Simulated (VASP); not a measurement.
Given:

```xyz
6
Lattice="-1.9005 1.9005 4.7837 1.9005 -1.9005 4.7837 1.9005 1.9005 -4.7837" Properties=species:S:1:pos:R:3 pbc="T T T"
Ti     0.0000     1.9005     2.3919
Ti     0.0000     0.0000     0.0000
O      0.0000     1.9005     0.3987
O      0.0000     0.0000     7.5744
O      0.0000     0.0000     1.9931
O      0.0000     1.9005     4.3850
```

These are PBE GGA with D3 dispersion (zero damping), VASP's PBE PAW potentials (set 64) (plane waves; VASP) values and carry that method's errors. Run with 520 eV cut-off, 9×9×9 Γ-centred mesh, tetrahedra with Blöchl corrections, potentials Ti_sv O.

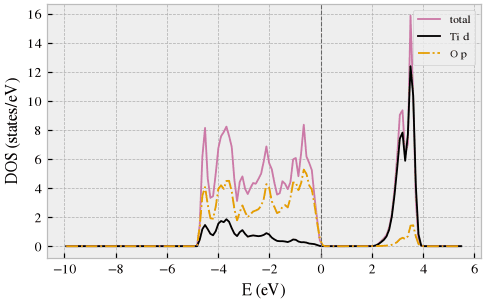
Total and projected density of states, zero at the valence-band maximum

Within 2 eV below the valence-band maximum the largest weight inside VASP's projection spheres is O p.

It has a band gap.

The compound is TiO2 in the anatase structure, one of several forms; rutile is the usual stable one. It was relaxed first.
